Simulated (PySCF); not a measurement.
C4H12Si2: NMR shielding calculation

The run: NMR shielding calculation of C4H12Si2, SMILES C[C@@H]1CC[SiH2][SiH2]1. Method and program: GIAO PBE0/pcSseg-1 NMR shielding, non-relativistic, gas phase (PySCF 2.14.0).

The geometry comes from this level: GFN2-xTB. Figures and captions count atoms from 1; the log counts them from 0 in places.

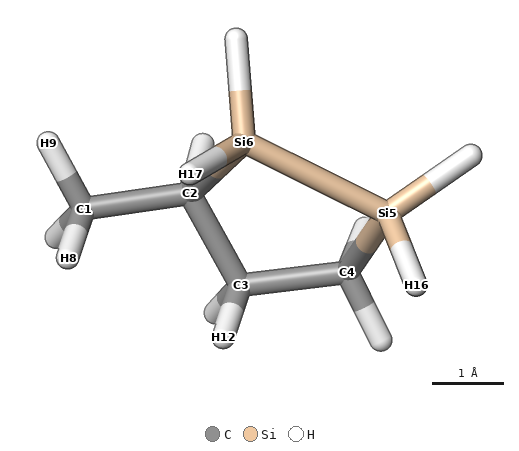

*The input geometry (stick view, seen at an oblique angle; atoms are numbered from 1 in the order of the input).*

Bond lengths as drawn: C–C 1.52 to 1.53 Å, C–H 1.09 to 1.10 Å, C–Si 1.92 Å, H–Si 1.47 Å and Si–Si 2.31 Å.

**Input file**
```
{"job": {"kind": "nmr", "xc": "PBE0", "basis": "pcSseg-1"}, "charge": 0, "multiplicity": 1}
C      2.250145    -0.371106    -0.092985
C      0.836360    -0.069458     0.389180
C     -0.147965    -1.144506    -0.084574
C     -1.583716    -0.835935     0.343451
Si    -2.030849     0.943152    -0.208158
Si     0.170245     1.642971    -0.180625
H      2.587009    -1.345393     0.262767
H      2.288955    -0.377086    -1.180979
H      2.947353     0.382552     0.267440
H      0.845384    -0.090496     1.485883
H      0.156137    -2.121252     0.307593
H     -0.104821    -1.210948    -1.176553
H     -1.655493    -0.915402     1.430367
H     -2.258980    -1.587155    -0.066558
H     -2.993206     1.537119     0.727077
H     -2.696573     0.902894    -1.517561
H      0.772531     1.984604    -1.477273
H      0.608724     2.681762     0.759851
```

The first line tells a small driver script what to run in PySCF; the rest is the geometry in Å.

Machine: 1 CPU thread, shared host.

Run as:
```bash
OMP_NUM_THREADS=1 python <driver script> task.json out
```

**The program's output**
```
coarse grid: 15032 points
cycle   1  E = -738.0667836958  dE =  3.580e-01  |g| = 4.135e-01  |ddm| = 3.669e+00
cycle   2  E = -738.0392674505  dE =  2.752e-02  |g| = 5.204e-01  |ddm| = 8.951e-01
cycle   3  E = -738.1134347895  dE = -7.417e-02  |g| = 4.365e-02  |ddm| = 5.673e-01
cycle   4  E = -738.1138379721  dE = -4.032e-04  |g| = 2.178e-02  |ddm| = 6.938e-02
cycle   5  E = -738.1139530115  dE = -1.150e-04  |g| = 3.564e-03  |ddm| = 2.154e-02
cycle   6  E = -738.1139562735  dE = -3.262e-06  |g| = 5.225e-04  |ddm| = 4.364e-03
final grid: 133152 points
cycle   7  E = -738.1492063405  dE = -2.869e-05  |g| = 7.667e-03  |ddm| = 2.454e-02
cycle   8  E = -738.1491952937  dE =  1.105e-05  |g| = 9.904e-03  |ddm| = 1.669e-02
cycle   9  E = -738.1492216804  dE = -2.639e-05  |g| = 6.563e-04  |ddm| = 1.014e-02
cycle  10  E = -738.1492217817  dE = -1.013e-07  |g| = 1.947e-04  |ddm| = 8.385e-04
cycle  11  E = -738.1492217906  dE = -8.818e-09  |g| = 3.186e-05  |ddm| = 1.633e-04
cycle  12  E = -738.1492217908  dE = -2.481e-10  |g| = 8.587e-06  |ddm| = 4.659e-05
```

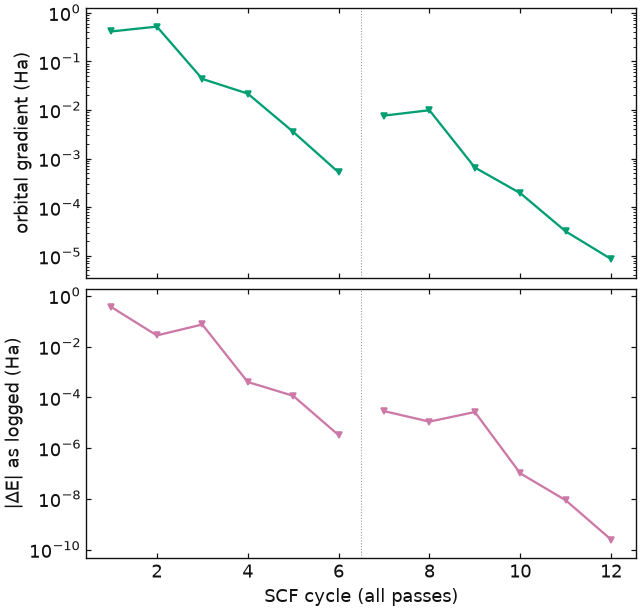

*Convergence of the self-consistent field: orbital gradient and size of the energy change against the SCF cycle. The dotted line marks the change from a coarse to the final integration grid.*

The first 6 cycles use a coarse grid, the final grid takes over at cycle 7, and the field converges after 12 cycles in all.

```
converged SCF energy = -738.1492217908

GIAO shielding tensors (ppm)
atom      isotropic    diamagn.    paramagn.     s11        s22        s33       span
  0 C      165.374     245.015     -79.640    152.842    157.279    186.002     33.160
  1 C      159.076     252.123     -93.048    143.201    158.748    175.277     32.076
  2 C      147.691     249.585    -101.894    123.703    154.424    164.946     41.243
  3 C      172.429     251.377     -78.947    154.986    168.007    194.295     39.309
  4 Si     418.448     880.275    -461.827    376.028    403.926    475.389     99.361
  5 Si     412.012     881.329    -469.316    368.255    390.446    477.336    109.081
  6 H       30.167      29.368       0.799     25.160     27.694     37.646     12.486
  7 H       30.726      30.126       0.600     26.732     28.906     36.541      9.810
  8 H       30.085      28.997       1.088     24.854     28.045     37.355     12.501
  9 H       30.676      33.501      -2.825     26.925     29.016     36.088      9.163
 10 H       29.486      32.210      -2.724     23.918     28.664     35.877     11.959
 11 H       30.711      33.240      -2.529     26.545     29.933     35.654      9.109
 12 H       30.900      31.449      -0.549     25.984     28.635     38.082     12.098
 13 H       30.221      29.986       0.236     24.665     27.717     38.283     13.618
 14 H       27.775      28.864      -1.088     24.256     25.037     34.033      9.777
 15 H       27.850      29.059      -1.209     24.371     25.154     34.025      9.654
 16 H       28.244      29.966      -1.722     24.743     26.296     33.691      8.948
 17 H       27.849      29.674      -1.824     24.400     25.320     33.829      9.429
```

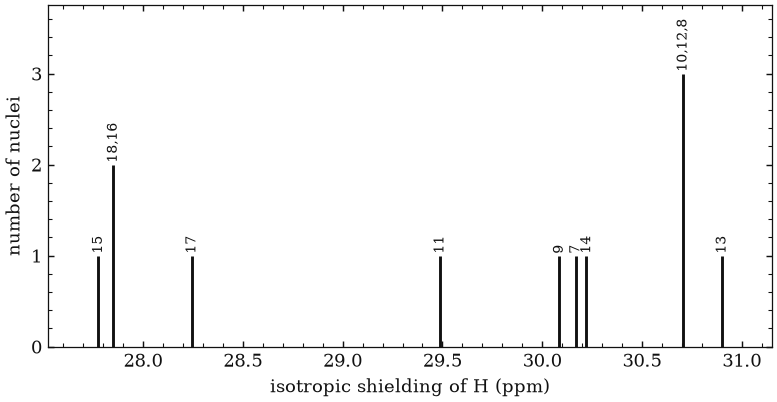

*Isotropic shieldings of the hydrogen nuclei in this fixed geometry, labelled by atom number; shielding grows to the right, so chemical shift grows to the left.*

The least shielded is H15 (27.8 ppm), the most shielded H13 (30.9 ppm).

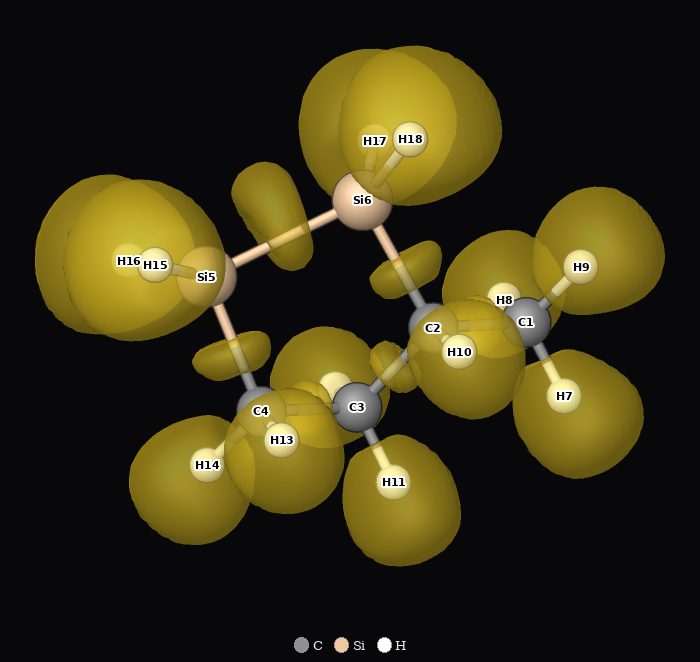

*Isosurface of the electron localisation function at 0.85 (yellow), seen at a tilt. Core shells and regions of very low density are left out.*

The ELF exceeds this value in three regions between bonded C–C atoms (shared pairs), two regions between bonded C–Si atoms (shared pairs), one region between bonded Si–Si atoms (shared pairs) and twelve regions around hydrogen nuclei. Along the contacts the grid gives the following. C–C (1.52 Å): the ELF peaks at about 0.95 between the atoms, as expected for localised, shared-pair bonding.

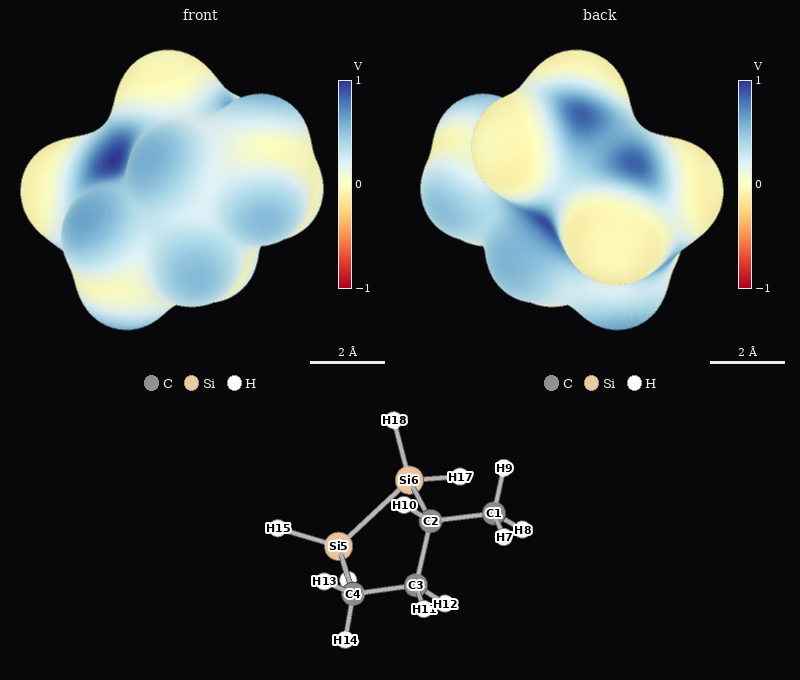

*The electrostatic potential painted on the density surface at 0.002 e/bohr³, seen at a tilt and from behind; the colour scale runs from red (negative) to blue (positive). The bare structure is drawn below in the same view.*

A positive charge is drawn to the negative regions and a negative charge to the positive ones.

**Key numbers**

- outcome: converged
- total energy: −738.149222 hartree
- HOMO: −7.54 eV
- LUMO: 0.11 eV
- dipole moment: 0.76 D
- isotropic shielding, C: 147.7 to 172.4 ppm
- isotropic shielding, Si: 412.0 to 418.4 ppm
- isotropic shielding, H: 27.8 to 30.9 ppm
- wall time: 24 s
- peak memory: 0.82 GiB
